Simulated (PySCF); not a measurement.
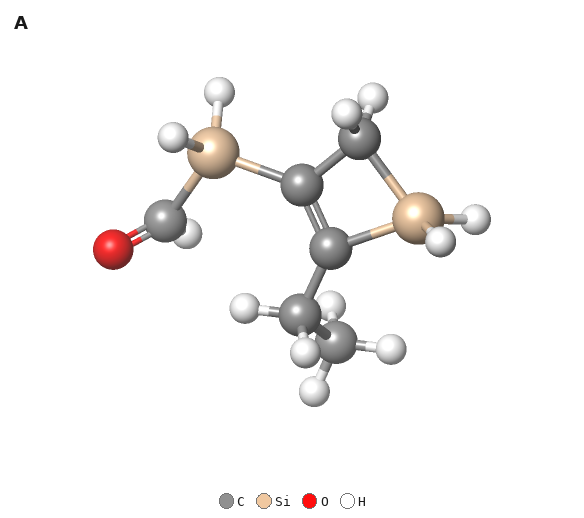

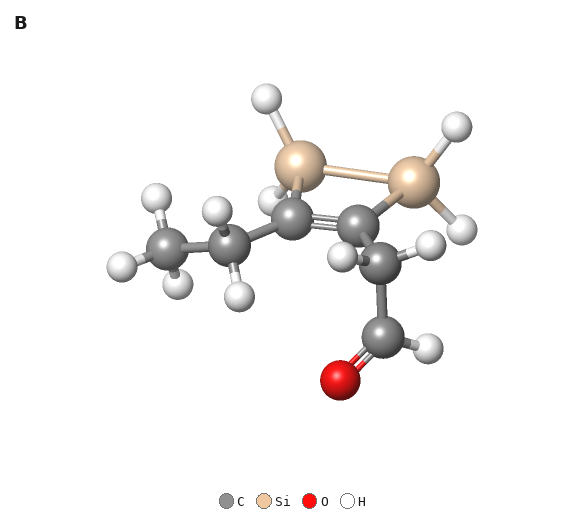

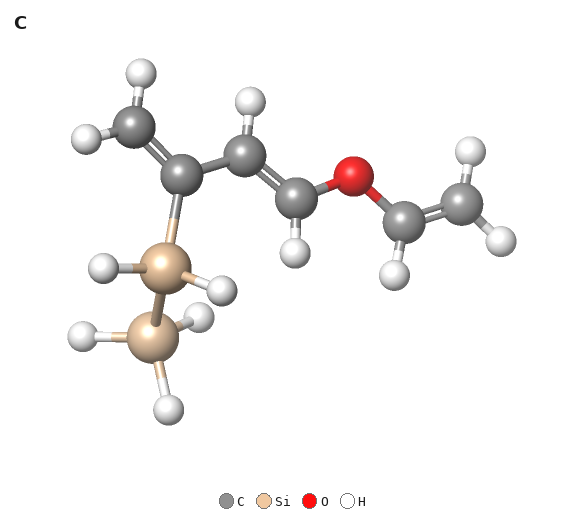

3 stationary structures of one formula. Geometries: GFN2-xTB. Electronic energies: PBE0/pcSseg-1 (PySCF 2.14.0), without zero-point energy. No frequency run is at hand to confirm each as a minimum. Each is one conformer, not always the lowest.

**How are they related?**

They are constitutional isomers of C6H12OSi2: A `CCC1=C([SiH2]C=O)C[SiH2]1`, B `CCC1=C(CC=O)[SiH2][SiH2]1`, C `C=CO/C=C/C(=C)[SiH2][SiH3]`.

**Rank them by energy, lowest first.**

B is lowest; A lies 11.5 kcal/mol above it, C lies 27.2 kcal/mol above it.

The geometry is semi-empirical. Around Si such bond lengths and angles can be off by a tenth of an ångström or more and by several degrees, and values that hang on the shape move with them.
